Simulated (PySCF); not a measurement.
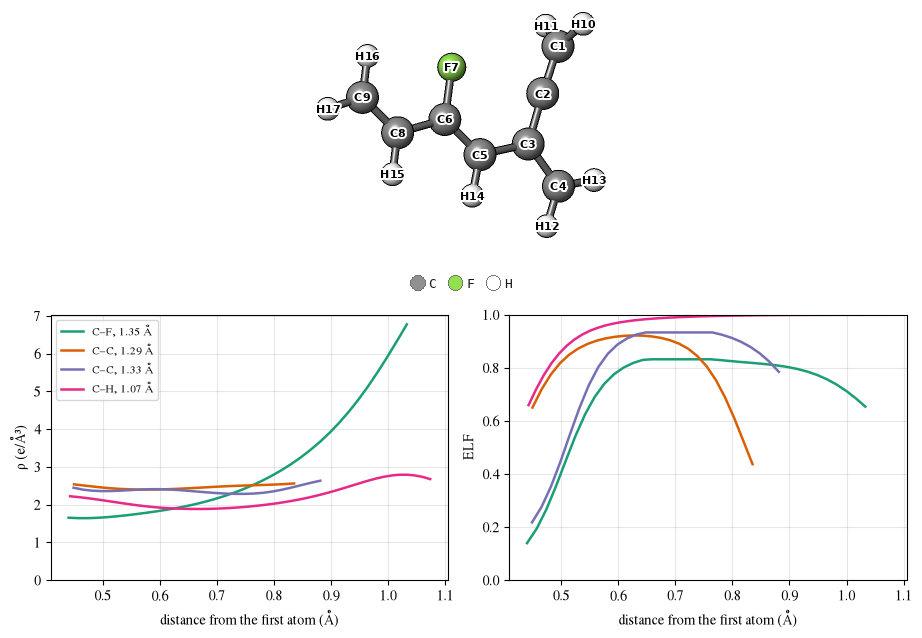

The picture shows: C8H8F (SMILES C=[C]C(=C)/C=C(\F)C=C) (doublet). Electron density and ELF along straight lines between neighbouring atoms. The curves leave out the atomic cores. The structure is drawn too.

Geometry: GFN2-xTB.

Computed with UKS B3LYP, pcH-1 on C F H, non-relativistic, mean-field spin-orbit, GIAO in PySCF.

```xyz
17

C     2.9204   -0.0707    0.6525
C     1.7036   -0.0109    1.0612
C     0.4340    0.0598    1.5360
C     0.1816    0.1109    2.8985
C    -0.6959    0.0839    0.6111
C    -0.6597   -0.0075   -0.7260
F     0.5229   -0.1403   -1.3728
C    -1.8215    0.0188   -1.5870
C    -1.7681   -0.1055   -2.9102
H     3.5030    0.8138    0.4261
H     3.4315   -1.0094    0.4792
H    -0.8240    0.1605    3.2713
H     0.9853    0.0960    3.6105
H    -1.6688    0.1817    1.0689
H    -2.7646    0.1484   -1.0755
H    -0.8307   -0.2385   -3.4240
H    -2.6560   -0.0786   -3.5170
```

### Compare the contacts.

C–F (1.35 Å): ρ at the midpoint is about 2.1 e/Å³, with its minimum of 1.6 e/Å³ about 0.5 Å from C; the ELF peaks at about 0.85 between the atoms, as expected for a shared but strongly polarised pair.
C–C (1.29 Å): ρ at the midpoint is about 2.4 e/Å³; the ELF peaks at about 0.90 between the atoms: a short, multiple covalent bond.
C–C (1.33 Å): ρ at the midpoint is about 2.3 e/Å³; the ELF peaks at about 0.95 between the atoms: a short, multiple covalent bond.
C–H (1.07 Å): the density is about 2 e/Å³ at the midpoint; the ELF climbs to about 1 towards the hydrogen, as it does in any bond to H; an ordinary covalent bond to hydrogen.
